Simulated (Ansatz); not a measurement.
## Electronic structure of CH8Si2···H2 in real space

The calculation's input:

```
crystal:
  periodic: [false, false, false]
  atoms:
    - {symbol: Si, position_ang: [-0.791329, 0.723158, 0.188013]}
    - {symbol: H, position_ang: [0.092902, -2.825399, -0.239497]}
    - {symbol: H, position_ang: [-1.884104, -0.247264, 0.479840]}
    - {symbol: H, position_ang: [-1.304905, 2.084079, 0.515389]}
    - {symbol: Si, position_ang: [1.024867, 0.263054, 1.591517]}
    - {symbol: H, position_ang: [-0.524166, -2.964559, -0.635809]}
    - {symbol: C, position_ang: [-0.306838, 0.634882, -1.622602]}
    - {symbol: H, position_ang: [2.121371, 1.244664, 1.361222]}
    - {symbol: H, position_ang: [1.568155, -1.098362, 1.325725]}
    - {symbol: H, position_ang: [0.626005, 0.334246, 3.023589]}
    - {symbol: H, position_ang: [0.058839, -0.361893, -1.877665]}
    - {symbol: H, position_ang: [0.482774, 1.355141, -1.847455]}
    - {symbol: H, position_ang: [-1.163672, 0.858255, -2.262169]}
basis:
  gaussian: {orbitals: def2-TZVPP}
hamiltonian: {xc: pbe0, dispersion: d4}
output: {orbitals: {seedname: orbitals}}
```

Command:

```sh
ansatz run in.yaml --threads 4 --pin off --events-out ev --progress --plain --max-ram 9574MiB
```

The product side of a reaction path; geometry: PBE0-D4/def2-TZVP.

These are results of RKS PBE0-D4/def2-TZVPP in Ansatz 0.2.0, not measurements.

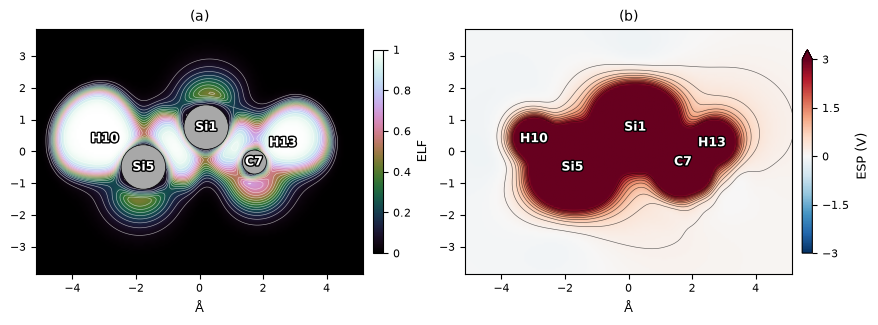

Figure 1. (a) electron localisation function; (b) electrostatic potential on the plane of atoms Si1, Si5 and H10. Grey discs cover the atomic cores in the ELF map.

Q: Describe what can be read from this map.

A: Atoms in the plane: Si, C and H.
C–Si (1.88 Å): the ELF peaks at about 0.95 between the atoms; a covalent bond.
Si–Si (2.34 Å): the ELF peaks at about 1 between the atoms: localised, covalent bonding.
C–H (1.09 Å): the ELF climbs to about 1 towards the hydrogen, as it does in any bond to H: a covalent bond by its length.
Si–H (1.49 Å): the ELF climbs to about 1 towards the hydrogen.
The potential has no marked negative region in this plane.

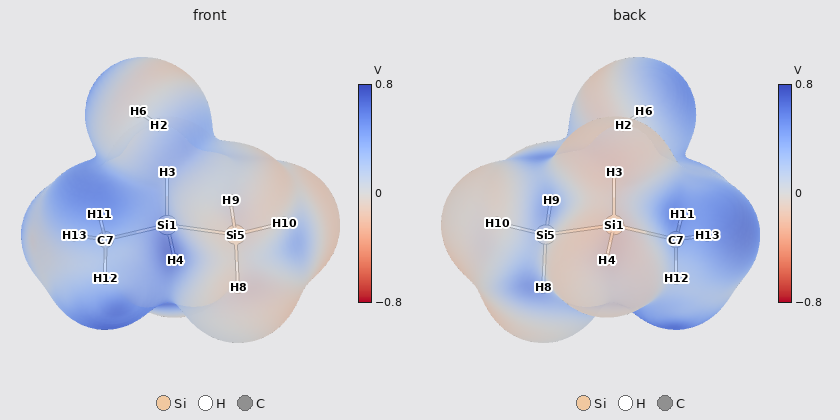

Figure 2. The electrostatic potential painted on the density surface at 0.001 e/bohr³, seen from the front and from behind; the colour scale runs from red (negative) to blue (positive).

Q: Which sites attract a positive test charge, and which a negative one?

A: A positive charge is drawn to the negative regions and a negative charge to the positive ones. The most negative region (about −0.2 V) lies over H3, H4, H8 and H10, the most positive (about +0.6 V, or +14 kcal/mol for a unit charge) over Si1, Si5, H12 and H13.

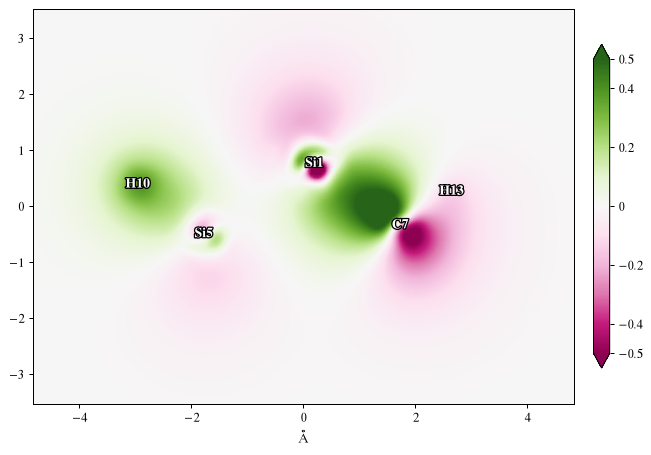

Figure 3. The HOMO−1 on the plane of atoms Si5, Si1 and C7 (values in Å⁻³ᐟ²; the overall sign is arbitrary).

Q: Describe this orbital and give its energy.

A: By Hirshfeld shares it lies mainly on C7 (about 30 %), Si1 (about 25 %), Si5 (about 10 %), H10 (about 10 %), H4 (about 5 %) and H3 (about 5 %). Its energy is −9.17 eV.

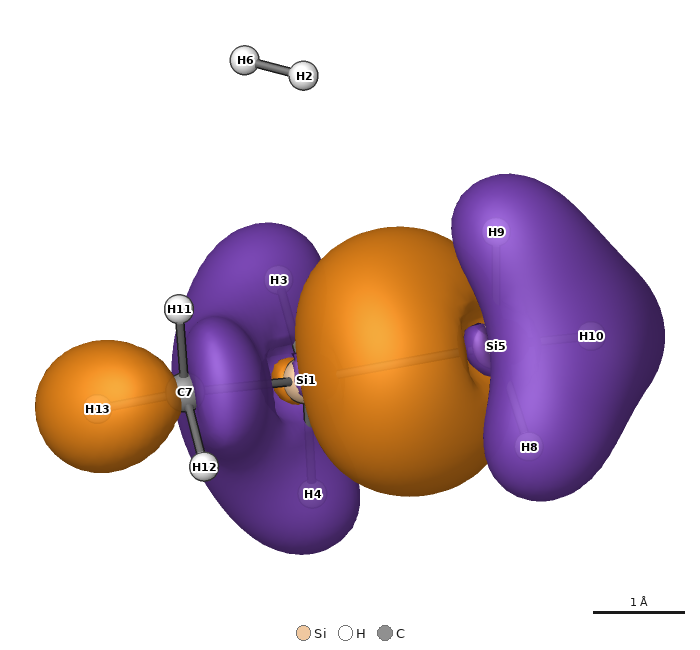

Figure 4. The HOMO at ±0.08 Å⁻³ᐟ² (orange and purple are the two phases), seen at a tilt.

Q: Describe this orbital and give its energy.

A: It lies mainly on Si5 (about 35 %) and Si1 (about 35 %). Its energy is −8.03 eV.
